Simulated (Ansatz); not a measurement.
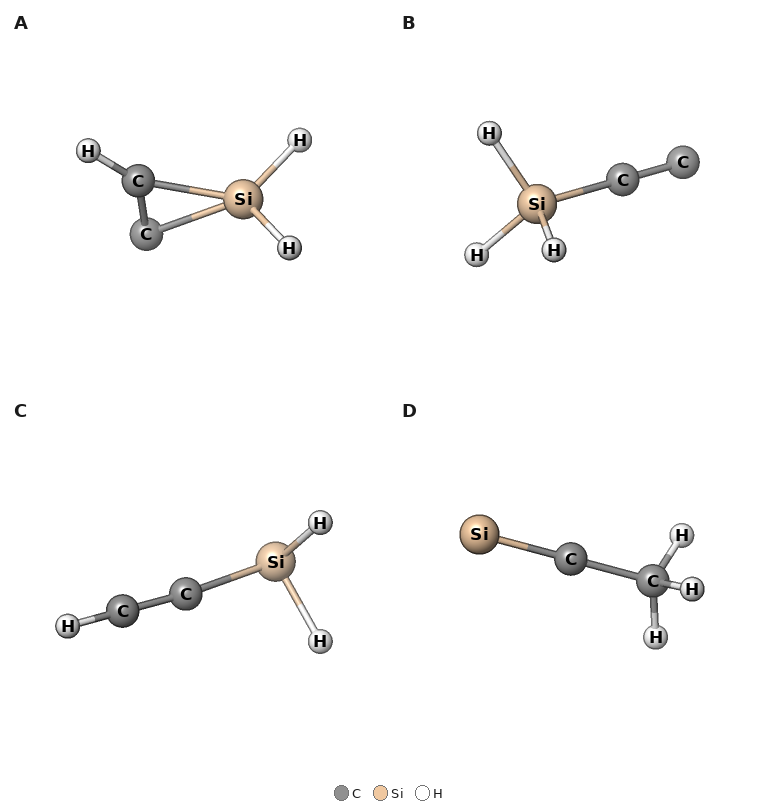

4 stationary structures of one formula. Charge −1, singlet. Geometries: PBE0-D4/def2-TZVPD. Electronic energies: RHF-CCSD(T) (frozen core)/def2-TZVPPD (Ansatz 0.2.0), without zero-point energy. No frequency run is at hand to confirm each as a minimum.

> Which structure is the most stable?

D is lowest; C lies 2.2 kJ/mol above it (Cs), B lies 3.9 kJ/mol above it (C3v), A lies 104.3 kJ/mol above it (Cs).
